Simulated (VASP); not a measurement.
Band structure of Cu2O (cuprite). Calculation: revTPSS meta-GGA, VASP's PBE PAW potentials (set 64) (plane waves; VASP).

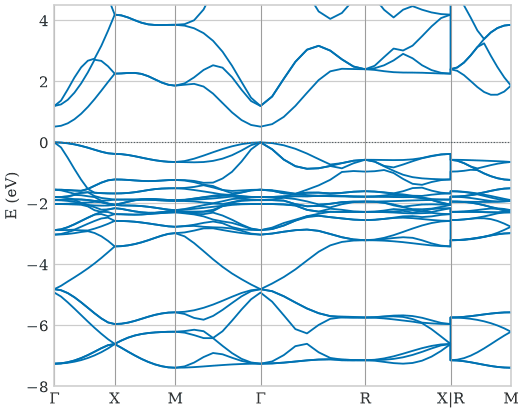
*Bands along high-symmetry lines, zero at the valence-band maximum or, without a gap, the Fermi level*

Q: Read the plot: is there a gap, and where are the band edges?

A: The gap is direct, 0.52 eV, from the valence maximum at Γ to the conduction minimum at Γ.

Measured: gap 2.20 eV (computed value off by -1.68 eV), as given by Wei Chen et al., Physical Review Materials (2018), doi:10.1103/physrevmaterials.2.073803 [zero-point renormalisation of 0.03 eV added back (the table's ZPR column)].

The compound is Cu2O in the cuprite structure. It was relaxed first.
